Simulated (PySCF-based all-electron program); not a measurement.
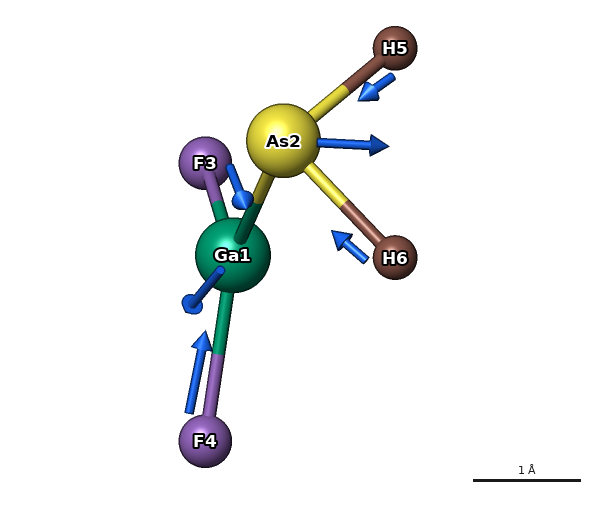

Arrows show the forces on the atoms, 8 Å of arrow for 1 eV/Å; forces under a tenth of the largest aren't drawn. Level of theory: PBE, all-electron, scalar-relativistic (spin-free Dirac), large uncontracted Gaussian sets (PySCF-based all-electron program).

On which atom is the force largest, and how large is it?

On Ga1: 0.12 eV/Å.

List the force components in the frame of the picture (x right, y up, z towards the viewer), in eV/Å.

```json
{"atom": "Ga1", "Fx": "−0.04", "Fy": "−0.05", "Fz": "−0.10"}
{"atom": "As2", "Fx": "0.09", "Fy": "0.00", "Fz": "−0.01"}
{"atom": "F3", "Fx": "0.02", "Fy": "−0.05", "Fz": "0.08"}
{"atom": "F4", "Fx": "0.02", "Fy": "0.10", "Fz": "0.01"}
{"atom": "H5", "Fx": "−0.04", "Fy": "−0.03", "Fz": "0.02"}
{"atom": "H6", "Fx": "−0.04", "Fy": "0.04", "Fz": "−0.01"}
```
